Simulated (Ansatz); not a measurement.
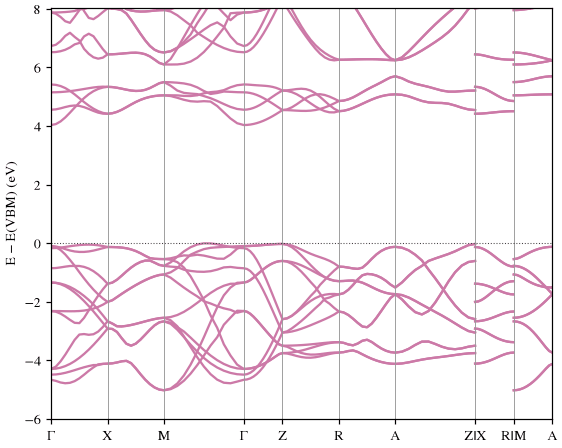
Figure: Band structure from the program Ansatz at the PBE level (PAW)

Q: Read off the gap and where the band edges lie.

A: About 4.0 eV (4.04 eV by a search for the band edges); maximum on the M–Γ line, 54 % of the way from M, minimum at Γ.

The material is ZrO₂ in space group P4_2/nmc (No. 137; Zr on 2a, O on 4d).

This is a known high-temperature phase of the composition, computed here at zero pressure and temperature. The cell was relaxed with PBE under the symmetry of its start; its stability against distortions is not shown here. No spin polarisation was allowed. Scalar-relativistic: spin–orbit coupling is off unless named, which matters more the heavier the elements.

Potentials: the later of the program's two PAW sets.
